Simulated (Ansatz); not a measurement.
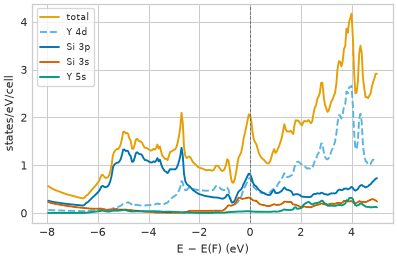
Figure. Total and projected density of states of YSi₂ in space group P6/mmm (No. 191; Y on 1a, Si on 2d), r²SCAN (plane waves, PAW; program Ansatz)

Task: Which orbitals carry the states next to the Fermi level?

Result: Within 0.5 eV of the Fermi level: Si 3p 39 %, Y 4d 33 %, Si 3s 18 %, outside the projected shells 8 %. Projections are on Löwdin-orthogonalised atomic valence shells; empty p or d shells of many metals are not among them.

Task: Where is the tallest occupied peak in this window, and what makes it?

Result: Near -2.7 eV, about 2.1 states/eV per cell; the largest projected share is Si 3p.

Its axis ratio c/a = 0.98 departs by over 6 % from that of the usual cell of this phase: another minimum, or an error of the functional. The cell was relaxed with r²SCAN under the symmetry of its start; its stability against distortions is not shown here. No spin polarisation was allowed. Spin–orbit coupling is left out wherever it is not named.

Potentials: the later of the program's two PAW sets.
